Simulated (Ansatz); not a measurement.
## Electronic structure of AlH₆NO₃ in real space

Input file:

```
crystal:
  periodic: [false, false, false]
  atoms:
    - {symbol: Al, position_ang: [1.066694, -0.096217, -0.201515]}
    - {symbol: "N", position_ang: [0.219130, 1.511606, 0.663627]}
    - {symbol: O, position_ang: [1.423004, 0.588215, -1.750337]}
    - {symbol: O, position_ang: [-0.268612, -1.191749, -0.096006]}
    - {symbol: O, position_ang: [2.385673, -0.330176, 0.893808]}
    - {symbol: H, position_ang: [0.753138, 1.780902, 1.489792]}
    - {symbol: H, position_ang: [0.205820, 2.289737, 0.004376]}
    - {symbol: H, position_ang: [-0.737230, 1.289443, 0.939842]}
    - {symbol: H, position_ang: [2.293476, 0.500741, -2.139747]}
    - {symbol: H, position_ang: [-0.557611, -1.692827, -0.859160]}
    - {symbol: H, position_ang: [2.565677, -1.191103, 1.272501]}
basis:
  gaussian:
    orbitals: def2-TZVPD
output: {forces: true, orbitals: {seedname: orbitals}}
hamiltonian:
  xc: pbe0
```

Run with:

```sh
ansatz run input.yaml --threads 2 --pin off --max-ram 5220MiB --events-out events.jsonl --progress --plain --runs-dir runs
```

Geometry: PBE0-D4/def2-SVP.

Method: isolated molecule in a Gaussian basis; Kohn-Sham density functional theory, functional PBE0 in Ansatz 0.2.0.

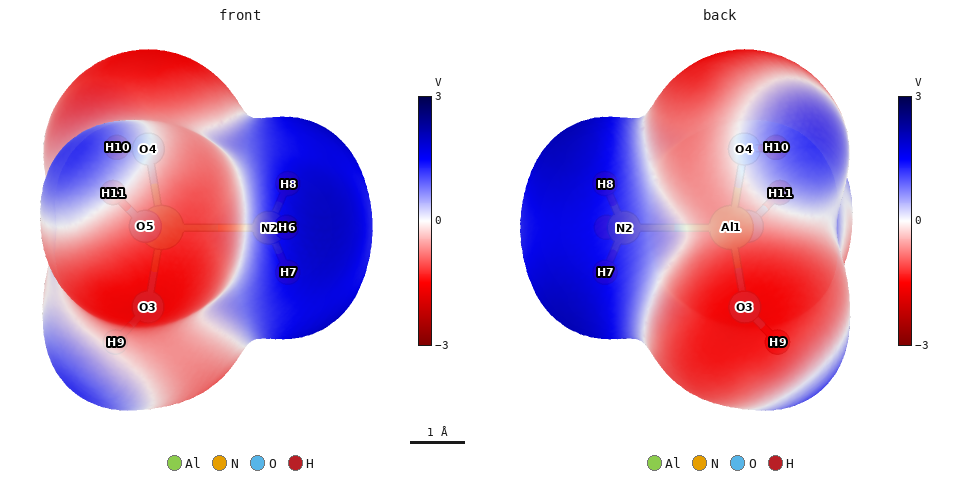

Figure 1. The molecular electrostatic potential painted on the density surface at 0.001 e/bohr³, seen from the front and from behind; red is negative and blue positive.

Where is the surface potential most negative and most positive?

The most negative region (about −1.6 V, or −37 kcal/mol for a unit charge) lies over O3, O4 and O5, the most positive (about +2.0 V, or +46 kcal/mol for a unit charge) over H6, H7 and H8.

What dipole moment does the calculation give?

Its dipole moment is 2.95 D.

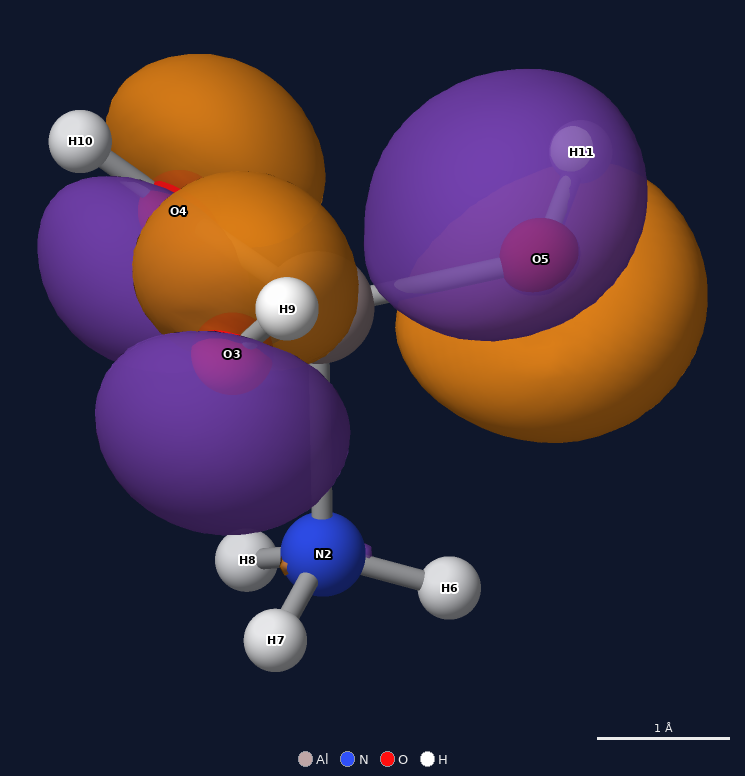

Figure 2. The HOMO−1 at ±0.08 Å⁻³ᐟ² (orange and purple are the two phases), seen at an oblique angle.

Where does this orbital lie, and at what energy?

Its weight (Hirshfeld) is mainly on O4 (about 30 %), O3 (about 30 %) and O5 (about 30 %); largely a combination of lone pairs on O4, O3 and O5. Its energy is −8.08 eV.
